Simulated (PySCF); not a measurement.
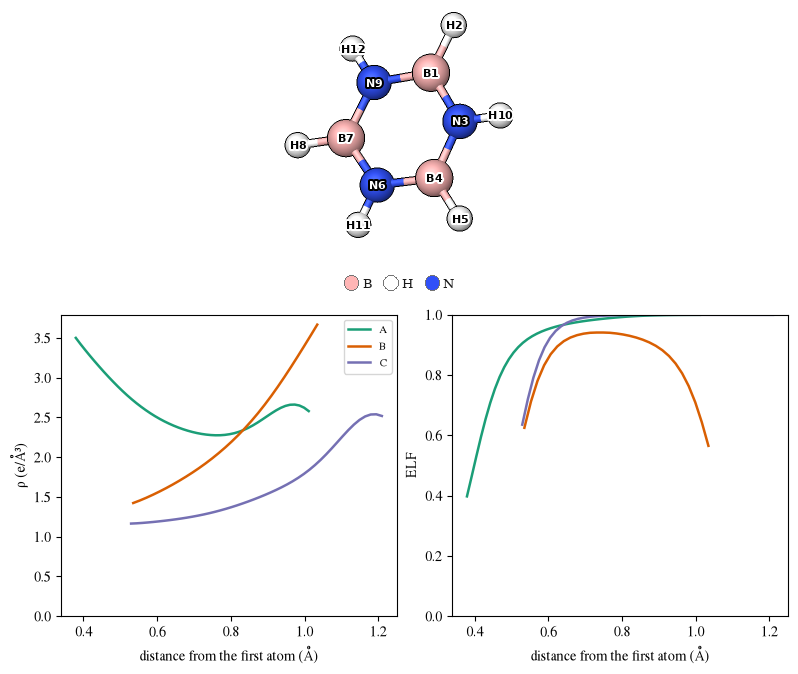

B3H6N3 ((HBNH)3 ring). Total electron density and electron localisation function along straight lines between neighbouring atoms. The curves leave out the atomic cores. The structure is drawn too.

Geometry: PBE0-D3(BJ)/def2-SVP.

Computed with CAM-B3LYP/def2-SVPD, SCF density, gas phase in PySCF 2.14.0.

```
atom    x (Å)    y (Å)    z (Å)
   B  -0.1530   0.8987  -1.1216
   H  -0.2810   1.6500  -2.0609
   N  -1.1776   0.7587  -0.1386
   B  -1.0562  -0.1198   0.9792
   H  -1.9414  -0.2223   1.7972
   N   0.1500  -0.8731   1.0938
   B   1.2097  -0.7781   0.1431
   H   2.2215  -1.4306   0.2609
   N   1.0286   0.1170  -0.9531
   H  -2.0244   1.3023  -0.2389
   H   0.2566  -1.5029   1.8777
   H   1.7672   0.2002  -1.6387
```

> Which curve belongs to which contact (B–H, B–N and N–H)? The first atom named is at distance zero.

Curve A: N–H (1.01 Å): the density is about 2.8 e/Å³ at the midpoint; the ELF climbs to about 1 towards the hydrogen, as it does in any bond to H; an ordinary covalent bond to hydrogen. Curve B: B–N (1.43 Å): the density is about 1.9 e/Å³ at the midpoint; the ELF peaks at about 0.95 between the atoms (a shared but strongly polarised pair). Curve C: B–H (1.21 Å): ρ is about 1.2 e/Å³ halfway; the ELF climbs to about 1 towards the hydrogen: an ordinary covalent bond to hydrogen.
